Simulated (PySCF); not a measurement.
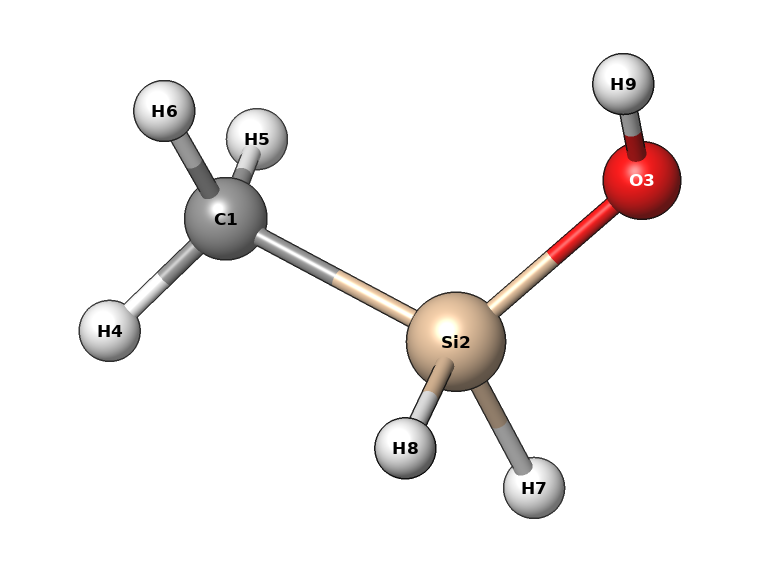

Atoms carry their numbers in the input. The computed structure is the end point of a PBE0-D3(BJ)/def2-SVP optimisation. No frequency run is at hand to confirm it as a minimum.

Estimate the angles Si2–C1–H4, Si2–C1–H5, Si2–C1–H6, C1–Si2–O3, C1–Si2–H7, C1–Si2–H8, O3–Si2–H7, O3–Si2–H8, Si2–O3–H9.

| angle | degrees |
| --- | --- |
| Si2–C1–H4 | 110.3 |
| Si2–C1–H5 | 111.0 |
| Si2–C1–H6 | 111.6 |
| C1–Si2–O3 | 112.5 |
| C1–Si2–H7 | 110.3 |
| C1–Si2–H8 | 108.8 |
| O3–Si2–H7 | 105.2 |
| O3–Si2–H8 | 110.6 |
| Si2–O3–H9 | 116.6 |
